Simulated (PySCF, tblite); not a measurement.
# C4H13FN2Si2: geometry, infrared bands and NMR shifts

What infrared bands and NMR shifts should C4H13FN2Si2 (`F[C@@H]1CN([SiH3])C[C@@H]1N[SiH3]`) show?

Computed with tblite 0.8.0 and PySCF 2.14.0, with density-fitted response routines of our own, on a single molecule in the gas phase. Atoms count from 0, in the outputs and in this text.

### Step 1. The molecule as given

22 atoms, charge 0, multiplicity 1; geometry from: force field or distance geometry start.

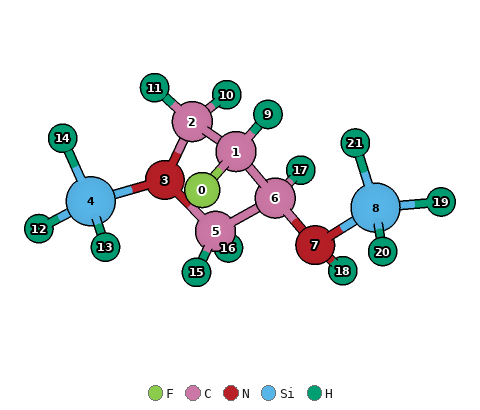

The starting geometry (fluorine green, carbon pink, nitrogen red, silicon blue, hydrogen teal), atoms numbered.

### Step 2. Optimising the geometry with GFN2-xTB

Job settings and geometry (Å):

```
{"job": {"kind": "relax", "xc": "GFN2-xTB", "basis": "xTB"}, "charge": 0, "multiplicity": 1}
F     -0.251400     1.453500     0.384300
C     -0.045900     0.631500    -0.690600
C     -1.298000    -0.047800    -1.173800
N     -1.694200    -0.778500    -0.001800
Si    -2.747900     0.273300     0.979900
C     -0.470600    -1.167300     0.688400
C      0.674600    -0.617000    -0.183600
N      1.851600    -0.319100     0.592800
Si     3.083700     0.590700    -0.305900
H      0.498700     1.105000    -1.509800
H     -0.967700    -0.729800    -2.000000
H     -2.059400     0.673000    -1.530000
H     -3.827700    -0.471700     1.662500
H     -1.950100     1.048800     1.944200
H     -3.438000     1.201000     0.035600
H     -0.451600    -0.649300     1.686500
H     -0.417600    -2.257700     0.765900
H      0.803900    -1.356600    -0.992900
H      2.295100    -1.262600     0.797400
H      4.122100    -0.255600    -0.899100
H      3.753000     1.490600     0.679800
H      2.527000     1.464700    -1.331300
```

Started as:

```console
> OMP_NUM_THREADS=1 python probes_run.py task.json out
```

The driver reads the jobs from task.json and runs them one after another.

**Question.** This job is followed by: GFN2-xTB harmonic vibrations, gas phase; GIAO PBE0/pcSseg-1 NMR shielding, non-relativistic, gas phase. What will the session give for the following? strongest single infrared mode (GFN2-xTB); zero-point energy (GFN2-xTB); 13C shifts against TMS (PBE0/pcSseg-1); 1H shifts against TMS (PBE0/pcSseg-1, means over atoms taken as alike); 19F shifts against CFCl3 (PBE0/pcSseg-1); 15N shifts against NH3 (PBE0/pcSseg-1); 29Si shifts against TMS (PBE0/pcSseg-1).

The runs gave:

```
                                                              quantity                                                     value
                             strongest single infrared mode (GFN2-xTB)                                     2206 cm⁻¹, 381 km/mol
                                          zero-point energy (GFN2-xTB)                                            102.5 kcal/mol
                                13C shifts against TMS (PBE0/pcSseg-1)                                97.0, 65.8, 62.7, 61.9 ppm
1H shifts against TMS (PBE0/pcSseg-1, means over atoms taken as alike)  4.85, 4.81, 4.64, 3.46, 3.22, 3.16, 2.99, 2.90, 0.27 ppm
                              19F shifts against CFCl3 (PBE0/pcSseg-1)                                                -210.8 ppm
                                15N shifts against NH3 (PBE0/pcSseg-1)                                            34.3, 33.3 ppm
                               29Si shifts against TMS (PBE0/pcSseg-1)                                          -44.7, -52.5 ppm
```

**Reading.** Relaxing lowered the energy by 1.372 eV in 219 steps; the close pair that moved most is N3–Si4, from 1.783 to 1.725 Å. All 60 modes are real, so the xTB geometry is a minimum. The strongest single mode, at 2206 cm⁻¹, moves mainly H21. GFN2-xTB is a fitted tight-binding method: band positions and strengths are rough. Its intensities can rank the bands wrongly. C1 (sp3 CH bonded to F) lies farthest downfield among carbon, at 97.0 ppm; pulled downfield by the heteroatom. The most deshielded hydrogen is H9 (hydrogen on an sp3 CH bonded to F), at 4.85 ppm: its carbon carries F, hence the downfield position.
